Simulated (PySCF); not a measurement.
C13H12 (SMILES C1=CCC=CC(c2ccccc2)=C1)

Input

```
{"job": {"kind": "nmr", "xc": "PBE0", "basis": "pcSseg-1"}, "charge": 0, "multiplicity": 1}
C     -2.096495     2.739824     1.004852
C     -3.169288     1.948691     0.782303
C     -3.037306     0.455311     0.762302
C     -2.218869     0.111488    -0.443818
C     -0.909217     0.425219    -0.530557
C     -0.165837     1.239210     0.417678
C      1.292459     0.985361     0.519435
C      1.777241    -0.329519     0.441884
C      3.139082    -0.600326     0.546635
C      4.049000     0.440389     0.725007
C      3.584013     1.753534     0.793537
C      2.222675     2.022637     0.688632
C     -0.732794     2.286221     1.100063
H     -2.260043     3.815887     1.131142
H     -4.153505     2.402132     0.627858
H     -4.018513    -0.036651     0.737079
H     -2.509540     0.121477     1.675132
H     -2.700686    -0.399079    -1.284067
H     -0.347291     0.075763    -1.403255
H      1.066937    -1.150799     0.317659
H      3.491499    -1.633349     0.493055
H      5.118132     0.229983     0.804627
H      4.290210     2.578282     0.917182
H      1.874984     3.057902     0.711560
H     -0.060206     2.907290     1.700783
```

Launched as:

```sh
OMP_NUM_THREADS=2 python probes_run.py task.json out
```

Geometry: PBE0-D3(BJ)/def2-SVP.

Computed with PBE0/pcSseg-1, SCF density, gas phase, non-relativistic (PySCF).

> Predict the electron density and electron localisation function between the atoms.

C–H (1.09 Å): the density is about 2 e/Å³ at the midpoint; the ELF climbs to about 1 towards the hydrogen, as it does in any bond to H; a covalent bond by its length.
C–C (1.39 Å): the density is about 2.1 e/Å³ at the midpoint; the ELF peaks at about 0.95 between the atoms: localised, covalent bonding.
C–C (1.48 Å): ρ at the midpoint is about 1.8 e/Å³; the ELF peaks at about 0.95 between the atoms; localised, covalent bonding.

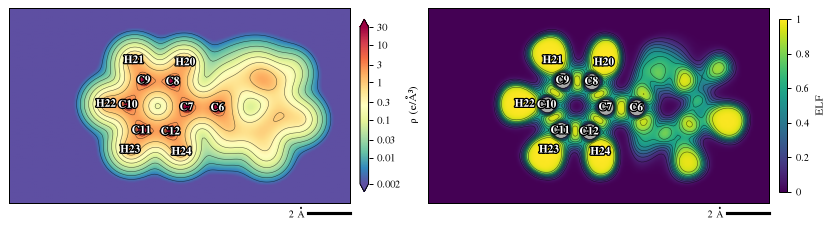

Computed electron density and electron localisation function on the plane of atoms C9, C10 and H22, in this order. Grey discs cover the atomic cores in the ELF map. 
